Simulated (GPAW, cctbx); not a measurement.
# How far are the atoms of CaPb2 from free atoms?

Question: by how much does bonding change the X-ray structure factors of CaPb2, and what does a routine refinement make of it?

The cell comes from substitution in a known structure type and wasn't matched to any measured phase. All numbers below are calculated.

### 1. Relax the structure

The density hangs on the geometry, so cell and atoms are relaxed first, with the symmetry held. The cutoff is set higher than for the density because stress converges slowly with plane waves.

Settings: GPAW 26.7.0, PBE, 570 eV, 4×4×4 k-points, Fermi–Dirac width 0.1 eV, BFGS to 0.03 eV/Å.

```text
cell
1.0
     0.000000000    4.701500000    4.701500000
     4.701500000    0.000000000    4.701500000
     4.701500000    4.701500000    0.000000000
Pb Ca
4 2
Direct
0.625000000 0.125000000 0.125000000
0.125000000 0.625000000 0.125000000
0.125000000 0.125000000 0.625000000
0.125000000 0.125000000 0.125000000
0.750000000 0.750000000 0.750000000
0.500000000 0.500000000 0.500000000
```

```console
$ OMP_NUM_THREADS=1 mpirun -n 4 gpaw python run.py > gpaw.log
```

```text
BFGS:    0      -20.600387        0.152805
BFGS:    1      -20.601364        0.145610
BFGS:    2      -20.609677        0.006402
cell  6.5978 6.5978 6.5978  60.00 60.00 60.00
volume 203.083 A^3, largest force 0.000 eV/A, largest stress 0.03 GPa
```

After 2 steps the volume has changed by -2.3 % and the energy by -0.009 eV; the largest stress left is 0.03 GPa. It took 51 s on 4 cores of Arm Neoverse V2 (shared host), peak memory 1.2 GiB.

Relaxed structure: Fd-3m (no. 227, origin choice 1), a = 9.3306 Å, b = 9.3306 Å, c = 9.3306 Å, α = 90.00°, β = 90.00°, γ = 90.00°.

```
atom  mult.    x    y    z
 Pb1     16  5/8  7/8  7/8
 Ca1      8  1/4  3/4  3/4
```

### 2. The all-electron density

X-rays see the whole electron density, so the PAW density is rebuilt with its core regions. Subtracting spherical free atoms from the same code cancels the cores and leaves the deformation density Δρ, the part due to bonding.

Settings: PBE, 450 eV, 5×5×5 k-points, Fermi–Dirac width 0.1 eV; primitive cell of 6 atoms.

```console
$ OMP_NUM_THREADS=1 mpirun -n 4 gpaw python run.py > gpaw.log
```

```text
|iter:   1|       0s |  -20.677923 | +0.20 |       |
|iter:   2|       1s |  -21.032566 | -0.54 | -1.47 |
|iter:   3|       2s |  -21.076095 | -1.11 | -1.53 |
...
|iter:  15|      16s |  -21.128706c| -6.89 | -5.60c|
|iter:  16|      18s |  -21.128706c| -7.21 | -5.80c|
|iter:  17|      19s |  -21.128706c| -7.51c| -6.37c|
```

```text
grid (70, 70, 70)  electrons 368.000  moved by bonding 0.921 e
deformation density beyond 0.5 A of the nuclei: max 0.055, min -0.025 e/A^3
atom        x       y       z   Voronoi charge  moment
Pb1    0.1250  0.6250  0.6250     -0.110       0.00
Pb2    0.6250  0.1250  0.6250     -0.110       0.00
Pb3    0.6250  0.6250  0.1250     -0.110       0.00
Pb4    0.6250  0.6250  0.6250     -0.110       0.00
Ca5    0.2500  0.2500  0.2500      0.220       0.00
Ca6    0.0000  0.0000  0.0000      0.222       0.00
mean inner potential of superposed free atoms 16.784 V
total magnetic moment 0.000 muB
```

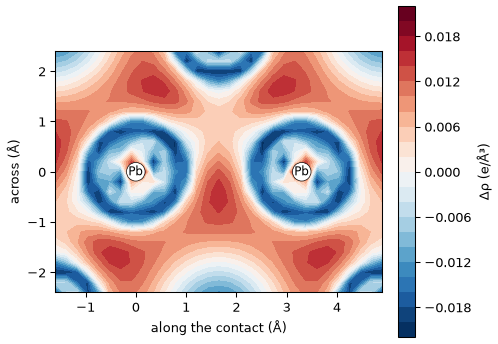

Deformation density in a plane through the shortest contact of the Pb atom at the origin; red gains electrons, blue loses them.

Pb gains most (-0.11 e) and Ca loses most (+0.22 e), as electronegativity suggests. Along the shortest contact from the Pb atom at the map's origin, Pb–Pb at 3.30 Å, Δρ is +0.01 e/Å³ at the midpoint: little piles up between the atoms. Point values carry grid noise of about 0.01 e/Å³. The run needed 17 iterations, 25 s.

### 3. From the density to structure factors

The Fourier components of Δρ, added to those of the free atoms, give the static X-ray structure factors; the Mott–Bethe relation turns them into the Fourier components V of the potential that fast electrons feel.

```text
static structure factors of the conventional cell: F in electrons, V (Mott-Bethe) in volts
   h  k  l      d  |F| table  |F| free   |F| DFT   change   |V| free  |V| DFT  change %
   1  1  1  5.3870   525.594   524.608   525.266    0.658     2.989    2.881     -3.6
   0  2  2  3.2989   125.417   125.556   125.234   -0.322     2.115    2.135      0.9
   1  3  1  2.8133   655.297   655.022   655.099    0.076     5.096    5.093     -0.1
   2  2  2  2.6935  1131.366  1130.815  1129.674   -1.141     7.417    7.464      0.6
   0  4  0  2.3327   982.592   982.195   980.357   -1.838     5.213    5.270      1.1
   1  3  3  2.1406   458.811   458.650   457.993   -0.656     2.177    2.194      0.8
   2  4  2  1.9046   101.100   101.131   101.467    0.336     1.205    1.198     -0.6
   3  3  3  1.7957   575.807   575.752   575.993    0.241     3.518    3.514     -0.1
   1  5  1  1.7957   575.807   575.752   575.922    0.170     3.518    3.515     -0.1
   0  4  4  1.6494  1076.686  1076.596  1076.832    0.236     6.070    6.066     -0.1
   1  5  3  1.5772   419.731   419.587   419.648    0.061     1.730    1.729     -0.0
   2  4  4  1.5551     0.000     0.000     0.019    0.019     0.000    0.000        -
   0  6  2  1.4753    86.589    86.693    86.694    0.001     0.900    0.900     -0.0
   3  5  3  1.4229   524.066   524.024   524.129    0.105     2.800    2.799     -0.0
```

The largest X-ray change is -1.84 e on 040, 0.2 % of |F|. For electrons V goes as (Z − F)/g², so a change of F counts against Z − F, which is small at low angle and wherever the atoms' terms cancel: |V| of 111 moves by -3.6 % (2.99 to 2.88 V) against +0.1 % in |F|. The tabulated Hartree–Fock atoms differ from the free DFT atoms by up to 0.99 e, so the choice of reference atom matters too.

### 4. What a spherical-atom refinement makes of it

Routine crystallography fits spherical atoms. To see the bias, intensities are simulated from tabulated atoms plus the DFT change ΔF, so that bonding alone can misfit (12782 reflections of the full sphere, merged to the counts below, to 0.4 Å, 1 % proportional noise plus counting noise, assumed isotropic U as listed, Δρ smeared by the mean U) and refined with cctbx over different ranges.

```csv
range,data,R1,GooF,U Pb1 (true 0.0049),U Ca1 (true 0.0082),largest shift (Å),"Δρ max, min (e/Å³)"
all data,363,0.0019,0.93,0.0049,0.0082,0.0000,"0.23, -0.34"
"low resolution, d > 0.84",50,0.0019,1.14,0.0049,0.0084,0.0000,"0.17, -0.13"
"high order, d < 0.75",296,0.0019,0.89,0.0049,0.0082,0.0000,"0.24, -0.31"
"occupancies free, d > 0.7",80,0.0017,0.99,0.0049,0.0085,0.0000,"0.14, -0.11"
```

With all data GooF is 0.93, so at this noise the bonding hardly shows; the top residual peak, near noise level, lies 1.65 Å from Pb and 1.65 Å from Pb, between them. No U is off by more than 3 s.u. at low resolution. Symmetry fixes every coordinate, so the shifts are zero by construction. With Pb1 held at 1 and the scale free, the other occupancies refine to Ca1 1.002(0.003), within three s.u. of full.

### 5. Answer

Bonding moves 0.92 e in the primitive cell of CaPb2 and changes the structure factors of the conventional cell in the table above by at most 1.84 e (040, 0.2 %), and among reflections above 2 % of the strongest by up to 0.3 % (242). The shortest bond, Pb–Pb, has Δρ = +0.01 e/Å³ at its midpoint. With all data GooF is 0.93, so at this noise the bonding hardly shows. Limits: static density, frozen cores, no spin–orbit coupling.

[Outputs are excerpts: Python notices, other lines and further rows are left out; steps that failed or that the build refused (PBEsol, TPSS) are not shown.]

[Logs are printed without paths, hosts, clocks, repeated set-up lines and the standing remarks that a program may print on its own settings, such as how far it seeks lower states.]
